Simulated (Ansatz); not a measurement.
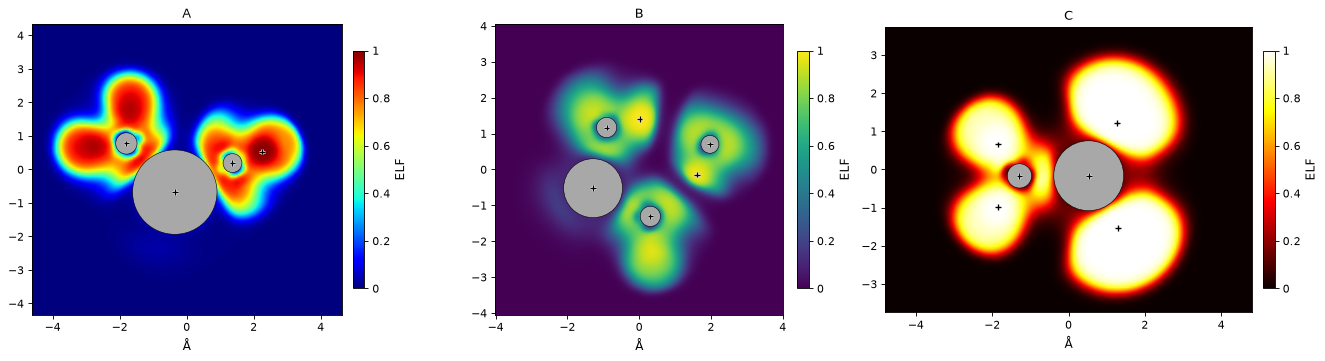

The electron localisation function of 3 systems, each on a plane through atoms (crosses mark nuclei in the plane; grey discs cover the cores).

These are results of RHF/def2-SVP in Ansatz, not measurements.

System 1: FH4NO2Zr, the plane of atoms O2, Zr1 and N4. Core potentials replace the inner electrons of Zr.

```xyz
9

Zr   -0.1178   -0.1230   -0.0752
O    -0.1989   -0.2990    1.8427
H    -0.3253   -0.3544    2.7718
N     1.8503    0.0467   -0.6181
H     2.6362   -0.3415   -0.1246
H     2.1993    0.5342   -1.4259
O    -1.0643    1.3951   -0.7927
H    -1.5976    2.1158   -1.0727
F    -0.8803   -1.7235   -0.8492
```

System 2: GeH4O3···HF, the plane of atoms Ge1, O7 and H8. 

```xyz
10

Ge    0.9389    0.1653   -0.1908
F    -1.8012   -0.0984    1.9363
O     0.9154   -0.2772   -1.8749
H     0.3999   -1.0320   -2.1180
O    -0.4540    1.2226    0.1399
H    -0.6406    1.9275   -0.4625
O     0.6458   -1.2190    0.8093
H    -0.1211   -1.1932    1.3698
H     2.2406    0.8795    0.0936
H    -1.5190    0.5363    1.3364
```

System 3: GaH4N···H2O, the plane of atoms N4, Ga1 and H7. Not at a stationary point (largest force 1.4 eV/Å).

```yaml
atoms:
  - { symbol: Ga, position_ang: [0.0671, 0.4627, -0.4974] }
  - { symbol: O, position_ang: [-0.0799, 0.1565, 2.4685] }
  - { symbol: H, position_ang: [-0.9299, -0.0080, 2.8487] }
  - { symbol: N, position_ang: [1.6987, 0.0626, -1.1859] }
  - { symbol: H, position_ang: [1.9030, -0.7730, -1.6978] }
  - { symbol: H, position_ang: [2.5355, 0.5736, -0.9863] }
  - { symbol: H, position_ang: [-1.1654, -0.4306, -0.8698] }
  - { symbol: H, position_ang: [-0.0737, 1.7714, 0.3658] }
  - { symbol: H, position_ang: [-0.1438, 1.0475, 2.0891] }
```

Match each panel to its system.

Panel A is system 1, FH4NO2Zr: the plane holds Zr, O, H and N. Zr–O (1.93 Å): the ELF peaks at about 0.80 in the valence shell of O, 0.6 Å from its nucleus, and drops to about 0.20 between the two atoms. Panel B is system 2, GeH4O3···HF: the plane holds Ge, F, O and H. O5···H10 (1.74 Å): the ELF dips to about 0.10 between them: a closed-shell contact with the geometry of a hydrogen bond. Panel C is system 3, GaH4N···H2O: the plane holds Ga, N and H. Ga–N (1.82 Å): the ELF peaks at about 0.90 in the valence shell of N, 0.6 Å from its nucleus, and is about 0.35 at the midpoint.
